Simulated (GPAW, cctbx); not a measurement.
## Sr2MnPbO6: deformation density and structure factors from DFT

Question: by how much does bonding change the X-ray structure factors of Sr2MnPbO6, how firmly does DFT give the change, and what does a routine refinement make of it?

The cell comes from substitution in a known structure type and wasn't matched to any measured phase. All numbers below are calculated.

**1. Find the equilibrium geometry**

The density hangs on the geometry, so cell and atoms are relaxed first, with the symmetry held. The cutoff is set higher than for the density because stress converges slowly with plane waves.

Settings: GPAW 26.7.0, PBE, 900 eV, 3×3×3 k-points, Fermi–Dirac width 0.05 eV, spin-polarised, BFGS to 0.03 eV/Å.

```text
cell
1.0
     0.000000000    4.047500000    4.047500000
     4.047500000    0.000000000    4.047500000
     4.047500000    4.047500000    0.000000000
Pb Sr Mn O
1 2 1 6
Direct
0.500000000 0.500000000 0.500000000
0.750000000 0.750000000 0.750000000
0.250000000 0.250000000 0.250000000
0.000000000 0.000000000 0.000000000
0.759600000 0.759600000 0.240400000
0.240400000 0.240400000 0.759600000
0.759600000 0.240400000 0.759600000
0.240400000 0.759600000 0.240400000
0.240400000 0.759600000 0.759600000
0.759600000 0.240400000 0.240400000
```

```console
$ OMP_NUM_THREADS=1 mpirun -n 4 gpaw python run.py > gpaw.log
```

```text
BFGS:    0      -66.945731        0.944059
BFGS:    1      -67.004885        0.518598
BFGS:    2      -67.030356        0.014529
cell  5.7245 5.7245 5.7245  60.00 60.00 60.00
volume 132.650 A^3, largest force 0.001 eV/A, largest stress 0.18 GPa
```

After 2 steps the volume has changed by 0.0 % and the energy by -0.085 eV; the largest stress left is 0.18 GPa. It took 87 s on 4 cores of Intel(R) Xeon(R) Platinum 8375C CPU @ 2.90GHz (Ice Lake) (shared host), peak memory 1.8 GiB.

Relaxed structure: Fm-3m (no. 225), a = 8.0957 Å, b = 8.0957 Å, c = 8.0957 Å, α = 90.00°, β = 90.00°, γ = 90.00°.

```csv
atom,mult.,x,y,z
Pb1,4,1/2,0,0
Sr1,8,1/4,1/4,3/4
Mn1,4,0,0,0
O1,24,0,0,0.7633
```

**2. The all-electron density**

X-rays see the whole electron density, so the PAW density is rebuilt with its core regions. Subtracting spherical free atoms from the same code cancels the cores and leaves the deformation density Δρ, the part due to bonding.

Settings: PBE, 550 eV, 4×4×4 k-points, Fermi–Dirac width 0.05 eV, spin-polarised; primitive cell of 10 atoms.

```console
$ OMP_NUM_THREADS=1 mpirun -n 4 gpaw python run.py > gpaw.log
```

```text
|iter:   1|       0s |  -73.222899 | +0.36 |       |  +4.0092|
|iter:   2|       2s |  -70.673451 | -0.65 | -0.87 |  +3.9587|
|iter:   3|       3s |  -65.747266 | -0.18 | -0.94 |  +3.6048|
...
|iter:  11|      14s |  -65.910486c| -6.58 | -4.21c|  +3.0014|
|iter:  12|      16s |  -65.910486c| -7.26 | -4.67c|  +3.0013|
|iter:  13|      17s |  -65.910486c| -7.65c| -5.23c|  +3.0013|
```

```text
grid (64, 64, 64)  electrons 231.000  moved by bonding 2.842 e
deformation density beyond 0.5 A of the nuclei: max 0.320, min -0.672 e/A^3
atom        x       y       z   Voronoi charge  moment
Pb1    0.5000  0.5000  0.5000      0.572       0.00
Sr2    0.7500  0.7500  0.7500      0.279       0.01
Sr3    0.2500  0.2500  0.2500      0.279       0.01
Mn4    0.0000  0.0000  0.0000      0.382       2.70
O 5    0.7633  0.7633  0.2367     -0.252       0.01
O 6    0.2367  0.2367  0.7633     -0.252       0.01
O 7    0.7633  0.2367  0.7633     -0.252       0.01
O 8    0.2367  0.7633  0.2367     -0.252       0.01
O 9    0.2367  0.7633  0.7633     -0.252       0.01
O 10   0.7633  0.2367  0.2367     -0.252       0.01
mean inner potential of superposed free atoms 20.698 V
total magnetic moment 3.001 muB
```

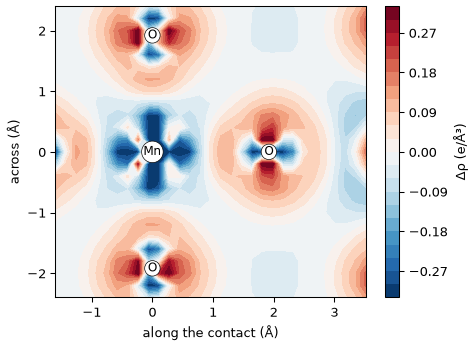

Deformation density in a plane through the shortest contact of the Mn atom at the origin; red gains electrons, blue loses them.

O gains most (-0.25 e) and Pb loses most (+0.57 e); O is the most electronegative element, but the order of the others doesn't follow electronegativity. Such charges fall far short of formal ones, since overlapping free atoms already put density on their neighbours. Along the shortest contact from the Mn atom at the map's origin, Mn–O at 1.92 Å, Δρ is +0.04 e/Å³ at the midpoint and highest, +0.13, 1.26 Å from Mn (points within 0.5 Å of a nucleus left out): little sits at the middle, as in a polar contact, whose build-up shifts to the more electronegative atom. At the midpoints of other shortest contacts it is -0.02 (Pb–O, 2.13 Å), -0.03 (O–O, 2.71 Å) and -0.01 (Sr–O, 2.86 Å) e/Å³. Point values carry grid noise of about 0.01 e/Å³. The cell's moment is 3.00 μB; the largest inside an atomic sphere is 2.70 μB. The run needed 13 iterations, 31 s.

**3. From the density to structure factors**

The Fourier components of Δρ, added to those of the free atoms, give the static X-ray structure factors; the Mott–Bethe relation turns them into the Fourier components V of the potential that fast electrons feel.

```text
static structure factors of the conventional cell: F in electrons, V (Mott-Bethe) in volts
   h  k  l      d  |F| table  |F| free   |F| DFT   change   |V| free  |V| DFT  change %
   1  1  1  4.6741   204.605   204.243   203.180   -1.062     1.459    1.660     13.7
   0  2  0  4.0479   179.296   178.333   179.169    0.836     1.495    1.376     -7.9
   0  2  2  2.8623   567.626   567.547   564.332   -3.216     7.235    7.463      3.1
   1  3  1  2.4409   204.740   204.950   205.410    0.460     1.454    1.430     -1.6
   2  2  2  2.3370    14.949    14.458    20.996    6.538     2.400    2.091    -12.9
   0  4  0  2.0239   671.211   670.053   674.379    4.326     8.861    8.708     -1.7
   1  3  3  1.8573   204.026   204.258   205.140    0.882     1.495    1.468     -1.8
   0  4  2  1.8103   139.567   139.057   140.466    1.409     1.310    1.271     -3.0
   2  4  2  1.6525   481.840   481.684   481.935    0.251     4.354    4.348     -0.1
   3  3  3  1.5580   202.779   202.909   203.643    0.733     1.525    1.510     -1.0
   1  5  1  1.5580   162.498   162.698   163.053    0.355     0.601    0.593     -1.2
   0  4  4  1.4311   563.784   563.666   563.688    0.022     6.250    6.250     -0.0
   1  5  3  1.3684   166.222   166.253   166.558    0.306     0.749    0.744     -0.7
   2  4  4  1.3493   118.538   118.316   118.714    0.399     0.999    0.992     -0.6
```

The largest X-ray change is +6.54 e on 222, 45.2 % of |F|. For electrons V goes as (Z − F)/g², so a change of F counts against Z − F, which is small at low angle and wherever the atoms' terms cancel: |V| of 111 moves by +13.7 % (1.46 to 1.66 V) against -0.5 % in |F|. The tabulated Hartree–Fock atoms differ from the free DFT atoms by up to 1.16 e, so the choice of reference atom matters too.

**4. Which functional?**

The same geometry is run with other functionals, to see whether the bonding signal is larger than the spread between approximations. Free atoms are LDA for LDA and PBE otherwise; meta-GGAs and hybrids keep PBE cores. Any other changed setting is in the row's label.

```csv
run,ΔF 222 (e),ΔF 040 (e),ΔF 022 (e),q(O) (e),moved (e),time
PBE,+6.538,+4.326,-3.216,-0.252,2.842,31 s
LDA,+6.099,+3.909,-3.107,-0.242,2.683,27 s
r2SCAN,+7.035,+4.817,-3.597,-0.282,3.149,56 s
```

At the base's settings ΔF(222) spans +6.099 to +7.035 e, a spread of 14 % of the PBE value; over the three listed reflections the spread is at most 21 %, so sign and size hold across the functionals. Times are from shared hosts.

**5. What a spherical-atom refinement makes of it**

Routine crystallography fits spherical atoms. To see the bias, intensities are simulated from tabulated atoms plus the DFT change ΔF, so that bonding alone can misfit (8656 reflections of the full sphere, merged to the counts below, to 0.4 Å, 1.5 % proportional noise plus counting noise, assumed isotropic U as listed, Δρ smeared by the mean U) and refined with cctbx over different ranges.

```
                    range  data      R1  GooF  U Pb1 (true 0.0067)  U Sr1 (true 0.009)  U Mn1 (true 0.0105)  U O1 (true 0.0145)  largest shift (Å)  Δρ max, min (e/Å³)
                 all data   267  0.0031  1.26               0.0067              0.0090               0.0105              0.0145             0.0000         0.32, -0.62
 low resolution, d > 0.84    40  0.0032  2.14               0.0067              0.0091               0.0105              0.0143             0.0003         0.17, -0.12
     high order, d < 0.75   212  0.0030  1.01               0.0067              0.0090               0.0105              0.0145             0.0002         0.29, -0.50
occupancies free, d > 0.7    64  0.0028  1.53               0.0067              0.0090               0.0104              0.0161             0.0004         0.11, -0.21
```

With all data GooF is 1.26, diluted by the many high-angle data; the misfit shows at low resolution; the top residual peak lies 0.00 Å from O and 1.92 Å from Mn, on the atom. No U is off by more than 3 s.u. at low resolution. With Pb1 held at 1 and the scale free, the other occupancies refine to Sr1 1.000(0.002), Mn1 0.997(0.004) and O1 1.040(0.006), on sites that are all full: they absorb part of the misfit, and only ratios to the fixed site mean anything.

**6. Answer**

Bonding moves 2.84 e in the primitive cell of Sr2MnPbO6 and changes the structure factors of the conventional cell in the table above by at most 6.54 e (222, 45.2 %). The shortest bond, Mn–O, has Δρ = +0.04 e/Å³ at its midpoint, low for a shared bond; with the charge transfer this is a polar contact. At the base's settings ΔF(222) spans +6.099 to +7.035 e, a spread of 14 % of the PBE value; over the three listed reflections the spread is at most 21 %, so sign and size hold across the functionals. With all data GooF is 1.26, diluted by the many high-angle data. Limits: static density, frozen cores, no spin–orbit coupling; a ferromagnetic start is the only order tried, and the real ground state may be antiferromagnetic or insulating; no Hubbard U on Mn.

[Outputs are excerpts: Python notices, other lines and further rows are left out; steps that failed or that the build refused (PBEsol, TPSS) are not shown.]

[Logs are printed without paths, hosts, clocks, repeated set-up lines and the standing remarks that a program may print on its own settings, such as how far it seeks lower states.]
